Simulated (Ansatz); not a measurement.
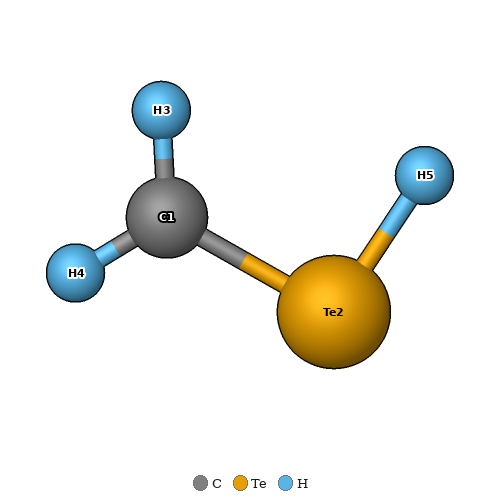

The system is CH₃Te, SMILES [CH2+][TeH], charge +1; the picture shows the reference structure. Coordinates scanned: (1) bond length C1–H4; (2) angle Te2–C1–H4. Nothing is relaxed (all other coordinates rigid). The scan uses a 15 × 15 grid. Points are written as (first, second). All energies are given in eV relative to the lowest grid point. All numbers below come from Ansatz, RKS PBE0-D4/def2-TZVP.

Its coordinates:

```yaml
atoms:
  - { symbol: C, position_ang: [-0.2613, -0.5840, 0.1744] }
  - { symbol: Te, position_ang: [1.2614, 0.6071, 0.0199] }
  - { symbol: H, position_ang: [-1.2588, -0.2951, -0.1409] }
  - { symbol: H, position_ang: [-0.1162, -1.5769, 0.5908] }
  - { symbol: H, position_ang: [0.3749, 1.8490, -0.6442] }
```

Range: bond length C1–H4 from 0.913 to 1.412 Å; angle Te2–C1–H4 from 74.1 to 164.1°.

What landscape does the calculation give?

Answer. The lowest grid point is at (1.091 Å, 119.1°). No other kind of well shows on this grid. The highest grid point, (1.412 Å, 164.1°), lies 2.65 eV above the lowest. Round the minimum the two coordinates are nearly uncoupled.

```
angle Te2–C1–H4 ↓, bond length C1–H4 →  0.913  0.948  0.984  1.020  1.055  1.091  1.127  1.163  1.198  1.234  1.270  1.305  1.341  1.377  1.412
                                 164.1   2.25   1.95   1.74   1.60   1.54   1.53   1.56   1.63   1.72   1.84   1.98   2.13   2.30   2.48   2.65
                                 157.7   1.83   1.53   1.31   1.18   1.11   1.10   1.13   1.20   1.30   1.42   1.56   1.71   1.88   2.05   2.22
                                 151.3   1.48   1.18   0.97   0.83   0.77   0.76   0.79   0.86   0.95   1.07   1.21   1.36   1.53   1.70   1.88
                                 144.9   1.21   0.91   0.69   0.56   0.49   0.48   0.51   0.58   0.67   0.79   0.93   1.08   1.25   1.42   1.60
                                 138.4   1.00   0.70   0.48   0.35   0.28   0.27   0.30   0.36   0.46   0.58   0.72   0.86   1.03   1.20   1.38
                                 132.0   0.86   0.55   0.34   0.20   0.13   0.12   0.15   0.21   0.31   0.42   0.56   0.71   0.87   1.05   1.22
                                 125.6   0.77   0.47   0.25   0.11   0.05   0.03   0.06   0.12   0.21   0.33   0.47   0.61   0.78   0.95   1.12
                                 119.1   0.75   0.44   0.23   0.09   0.02   0.00   0.03   0.09   0.18   0.29   0.43   0.57   0.73   0.90   1.07
                                 112.7   0.79   0.48   0.26   0.12   0.05   0.03   0.05   0.11   0.20   0.32   0.45   0.59   0.75   0.92   1.08
                                 106.3   0.89   0.58   0.36   0.22   0.14   0.12   0.14   0.20   0.28   0.39   0.52   0.66   0.82   0.98   1.15
                                  99.9   1.05   0.74   0.52   0.37   0.30   0.27   0.29   0.34   0.43   0.53   0.66   0.79   0.94   1.10   1.26
                                  93.4   1.28   0.97   0.75   0.60   0.52   0.49   0.51   0.56   0.64   0.74   0.86   0.99   1.13   1.29   1.44
                                  87.0   1.59   1.28   1.05   0.90   0.82   0.78   0.79   0.84   0.91   1.01   1.12   1.25   1.39   1.53   1.68
                                  80.6   1.97   1.66   1.43   1.28   1.19   1.15   1.16   1.20   1.26   1.35   1.46   1.58   1.71   1.85   1.99
                                  74.1   2.45   2.14   1.91   1.75   1.66   1.62   1.62   1.65   1.71   1.79   1.89   1.99   2.12   2.24   2.37
```

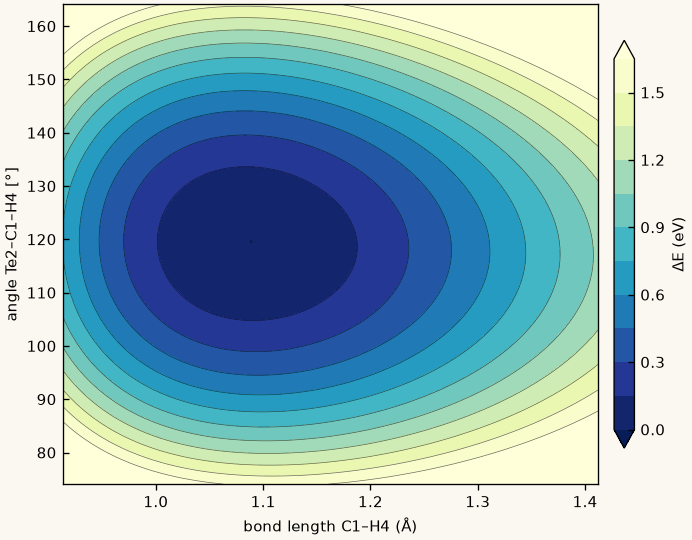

The picture shows filled contours, one colour for all values above the top of the scale. Between grid points the surface is interpolated.

Each point was launched as `ansatz run input.yaml --threads 1 --pin off --max-ram 2560MiB --backend cpu --events-out ev --progress --plain --runs-dir out`. The whole map (225 points run) took 6.7 min on 1 thread of Intel(R) Xeon(R) Platinum 8375C CPU @ 2.90GHz (Ice Lake), with other jobs on the host.
